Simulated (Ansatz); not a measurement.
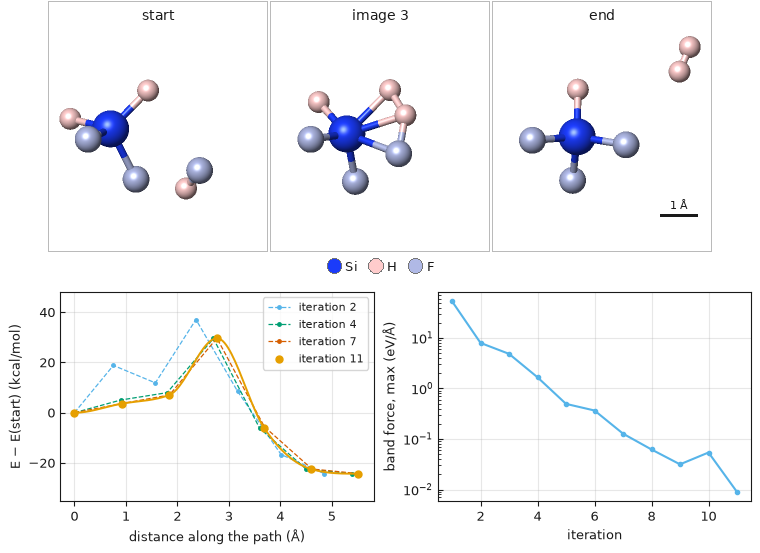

A nudged-elastic-band calculation for SiH3F3. Images are numbered from 0 (start) to 6 (end). The plot follows the band through its iterations. The picture is a ball-and-stick view, seen from a free direction.

Method: RKS PBE0-D4/def2-SVP in Ansatz 0.2.0.

The input:
```yaml
crystal:
  periodic: [false, false, false]
  atoms:
    - { symbol: Si, position_ang: [0.339965, 0.095103, -0.001488] }
    - { symbol: H, position_ang: [0.693658, 0.404353, 1.397423] }
    - { symbol: H, position_ang: [1.474496, -0.326804, -0.853473] }
    - { symbol: F, position_ang: [-0.382635, 1.352038, -0.693762] }
    - { symbol: F, position_ang: [-0.728325, -1.140993, -0.013403] }
    - { symbol: F, position_ang: [-2.206466, 0.174107, 1.636649] }
    - { symbol: H, position_ang: [-2.078793, -0.557804, 1.081855] }
basis:
  gaussian: { orbitals: def2-SVP }
hamiltonian:
  xc: pbe0
  dispersion: d4
neb:
  order_check: false
  images: 5
  f_tol: 0.03
  max_iterations: 60
  final_atoms:
    - { symbol: Si, position_ang: [-0.47866115, -0.00986633, -0.66698352] }
    - { symbol: H, position_ang: [0.1357417, -0.01125779, 3.25951232] }
    - { symbol: H, position_ang: [0.86884204, -0.14523374, -0.1069749] }
    - { symbol: F, position_ang: [-0.58761595, 1.28834834, -1.59317786] }
    - { symbol: F, position_ang: [-0.86367374, -1.28481477, -1.55091666] }
    - { symbol: F, position_ang: [-1.56893512, 0.12623894, 0.49818312] }
    - { symbol: H, position_ang: [-0.39379779, 0.03658536, 2.71415851] }
  initial_path:
    images:
      - { positions_ang: [[0.339965, 0.095103, -0.001488], [0.693658, 0.404353, 1.397423], [1.474496, -0.326804, -0.853473], [-0.382635, 1.352038, -0.693762], [-0.728325, -1.140993, -0.013403], [-2.206466, 0.174107, 1.636649], [-2.078793, -0.557804, 1.081855]] }
      - { positions_ang: [[0.21684608, 0.04628343, -0.01012893], [0.49828661, 0.29660896, 1.52245975], [1.41788047, -0.27427258, -0.77202992], [-0.50335096, 1.31677014, -0.66282362], [-0.7806896, -1.20631438, -0.1423099], [-2.06101636, 0.14921798, 1.3221829], [-1.67605626, -0.32829356, 1.29645072]] }
      - { positions_ang: [[0.09372717, -0.00253613, -0.01876987], [0.30291523, 0.18886492, 1.6474965], [1.36126495, -0.22174116, -0.69058685], [-0.62406692, 1.28150229, -0.63188523], [-0.83305419, -1.27163575, -0.27121679], [-1.91556672, 0.12432896, 1.00771679], [-1.27331952, -0.09878312, 1.51104644]] }
      - { positions_ang: [[-0.02939175, -0.0513557, -0.0274108], [0.10754384, 0.08112088, 1.77253326], [1.30464942, -0.16920974, -0.60914377], [-0.74478288, 1.24623443, -0.60094685], [-0.88541879, -1.33695713, -0.40012369], [-1.77011707, 0.09943994, 0.69325069], [-0.87058278, 0.13072731, 1.72564216]] }
      - { positions_ang: [[-0.17914821, -0.03752591, -0.24060171], [0.11694313, 0.05032799, 2.26819294], [1.1593803, -0.16121774, -0.44175415], [-0.6923939, 1.2602724, -0.93169052], [-0.87817044, -1.31957634, -0.78372134], [-1.70305642, 0.10837294, 0.62822816], [-0.71165445, 0.09934666, 2.05514761]] }
      - { positions_ang: [[-0.32890468, -0.02369612, -0.45379261], [0.12634241, 0.0195351, 2.76385263], [1.01411117, -0.15322574, -0.27436453], [-0.64000493, 1.27431037, -1.26243419], [-0.87092209, -1.30219556, -1.167319], [-1.63599577, 0.11730594, 0.56320564], [-0.55272612, 0.06796601, 2.38465306]] }
      - { positions_ang: [[-0.47866115, -0.00986633, -0.66698352], [0.1357417, -0.01125779, 3.25951232], [0.86884204, -0.14523374, -0.1069749], [-0.58761595, 1.28834834, -1.59317786], [-0.86367374, -1.28481477, -1.55091666], [-1.56893512, 0.12623894, 0.49818312], [-0.39379779, 0.03658536, 2.71415851]] }
```

Launched with:
```bash
ansatz run input.yaml --threads 1 --pin off --max-ram 2048MiB --backend cpu --events-out ev --progress --plain --runs-dir out
```

**How did the profile develop, and is the result final?**

The result is final at these settings. The band converged in 11 iterations. The largest component of the band force went from 53 to 0.009 eV/Å. The climbing image converged on the top of the path. Its vibrational analysis gives one imaginary mode (1104i cm⁻¹), as a transition state must have. The first iteration put the highest image at 169.0 kcal/mol. The highest point, image 3, lies 29.6 kcal/mol above the start and 53.9 kcal/mol above the end; the end is at −24.3 kcal/mol relative to the start.

Cost: 110 s on 1 thread of Arm Neoverse V2, on a shared host, peak memory 0.16 GiB.
